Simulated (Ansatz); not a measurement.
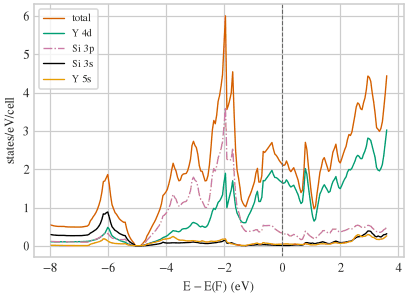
*Total and projected density of states of YSi in space group Cmcm (No. 63; Y on 4c, Si on 4c), LDA in the plane-wave PAW code Ansatz*

Q: Which orbitals carry the states next to the Fermi level?

A: Within 0.5 eV of the Fermi level: Y 4d 76 %, Si 3p 17 %. Projections are on Löwdin-orthogonalised atomic valence shells; empty p or d shells of many metals are not among them.

Q: Where is the tallest occupied peak in this window, and what makes it?

A: Near -1.9 eV, about 6.0 states/eV per cell; the largest projected share is Si 3p.

The workflow started from a Materials Project entry (that database holds measured and hypothetical structures alike); the Crystallography Open Database copy checked does not list it. Its standing as an ambient phase is unchecked. The cell was relaxed with LDA under the symmetry of its start; whether a distortion lowers the energy is not shown. The run is not spin-polarised. Scalar-relativistic: spin–orbit coupling is off unless named, which matters more the heavier the elements.

Potentials: the later of the program's two PAW sets.
